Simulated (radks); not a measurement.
Atomic tellurium (Te); electrons: [Kr] 4d9 5s2 5p4 6s1. The calculation used the in-house radial solver radks at this level: scalar-relativistic Kohn-Sham, r2SCAN, spin-unpolarised, spherical densities, finite nucleus.

```
Z 52
configuration [Kr] 4d9 5s2 5p4 6s1 5d0 6p0
relativity scalar-relativistic
functional r2scan,r2scan
spin unpolarised
nucleus finite rms 4.7423 fm
c 137.035999084
```

Launched within a batch that task.json describes:
```bash
python run_ks.py task.json out
```

Wanted: the number of electrons inside radius r (solid) and the radial density 4πr²ρ (dashed).

The count levels off at 52 electrons. Half of them lie within 0.414 bohr, 90 % within 1.85 bohr and 99 % within 6.14 bohr. The radial density has minima at 0.0379, 0.164 and 0.527 bohr, where the count stands at 2.0, 11.2 and 28.9; these part the shells that the density resolves.

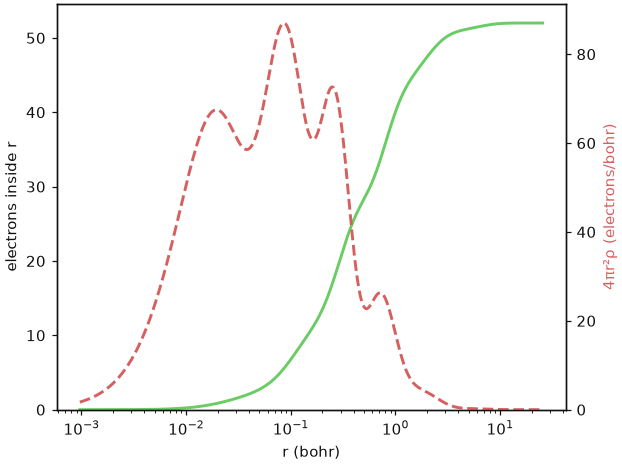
